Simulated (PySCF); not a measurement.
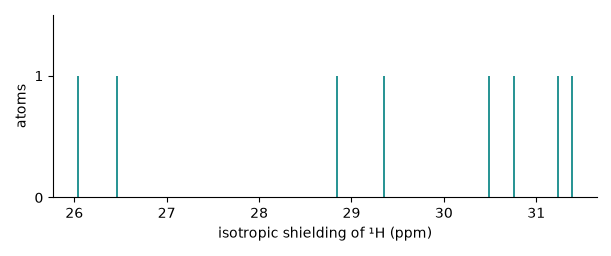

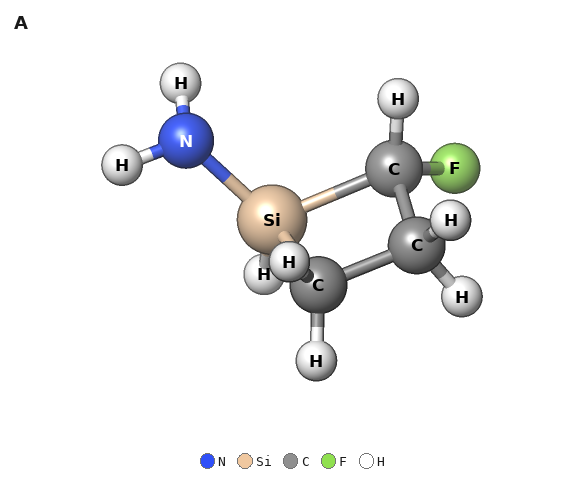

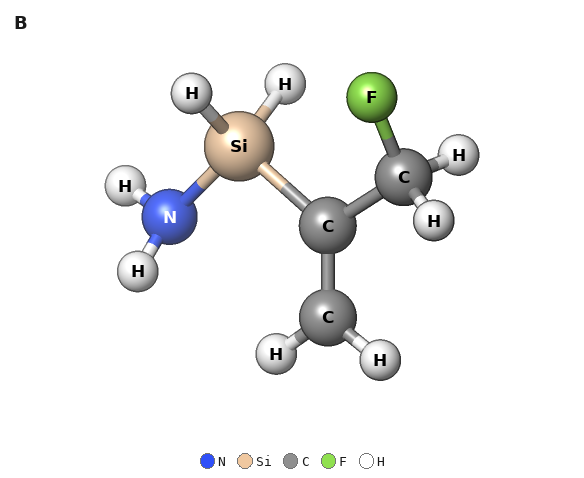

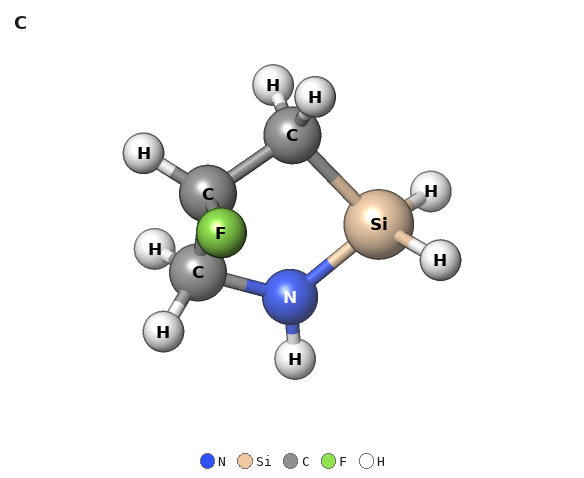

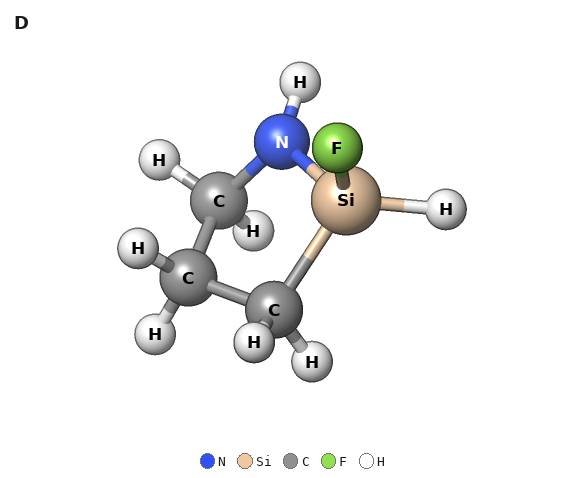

The sticks are computed shieldings of one of the molecules, for one fixed geometry (GFN2-xTB) without averaging over rotations. Low shielding means a high chemical shift. Method: GIAO PBE0/pcSseg-1 NMR shielding, non-relativistic, gas phase (PySCF 2.14.0).

> Match the spectrum to a structure.

A, `N[Si@@H]1CC[C@H]1F`. Its 8 H atoms give lines at 26.04, 26.46, 28.84, 29.35, 30.49, 30.76, 31.24, 31.39 ppm.

The geometry is semi-empirical. Around Si such bond lengths and angles can be off by a tenth of an ångström or more and by several degrees, and values that hang on the shape move with them.
